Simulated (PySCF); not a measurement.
SMILES SC[SiH2][SeH] at its CAM-B3LYP/def2-SVP optimised geometry (Å):

```
10

S      1.8643    -0.0022     1.5057
C      1.1494    -0.7504     0.0000
Si    -0.7383    -0.7504     0.0000
Se    -1.5519     1.3803     0.0000
H      1.3183    -0.8622     2.3912
H      1.5519    -1.7636    -0.1545
H      1.5110    -0.1298    -0.8332
H     -1.2777    -1.3877    -1.2322
H     -1.1981    -1.5202     1.1895
H     -0.6662     1.7636     1.1101
```

Computed with PySCF with CAM-B3LYP/def2-TZVP. Cells within 0.4 Å of a nucleus heavier than hydrogen are left out (blank, or x).

Map of the HOMO amplitude (bohr^(-3/2)) on the plane z = 0.0 Å; orbital energy -8.20 eV, overall sign arbitrary:

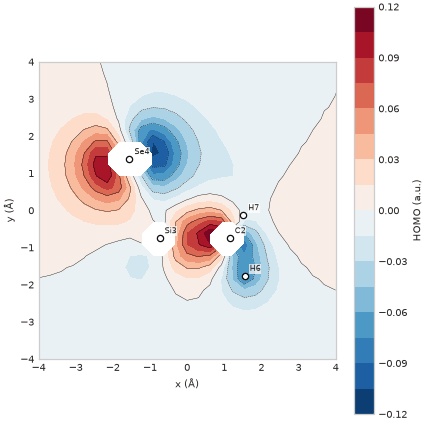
*HOMO amplitude (bohr^(-3/2)) on the plane z = 0.0 Å.*
